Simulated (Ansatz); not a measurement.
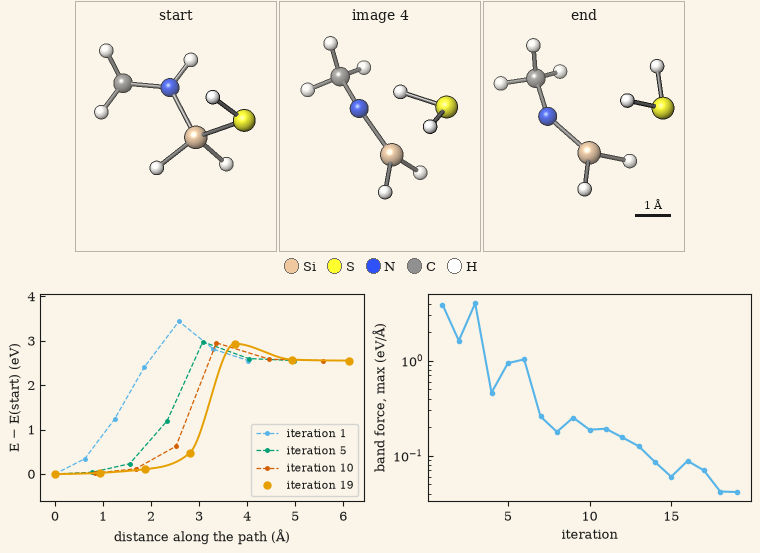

A search for the minimum-energy path of CH7NSSi by the nudged elastic band. Images are numbered from 0 (start) to 6 (end). The plot follows the band through its iterations. The picture is a ball-and-stick view, seen from a free direction.

Theory: RKS B3LYP/def2-SVP in Ansatz. Set-up: 5 movable images; climbing image; force threshold 0.05 eV/Å; iteration limit 60; starting path through a guess of the saddle point.

**Did the band converge, and can the barrier be trusted?**

The run is converged, with reservations. The band converged in 19 iterations. The largest component of the band force went from 3.9 to 0.042 eV/Å. The climbing image converged on the top of the path. Its vibrational analysis gives 2 imaginary modes over 30i cm⁻¹, so it isn't confirmed as a transition state. The first iteration put the highest image at 3.44 eV. The energy climbs by 2.94 eV to image 4 and then falls by 0.38 eV, so the end point sits at +2.56 eV.
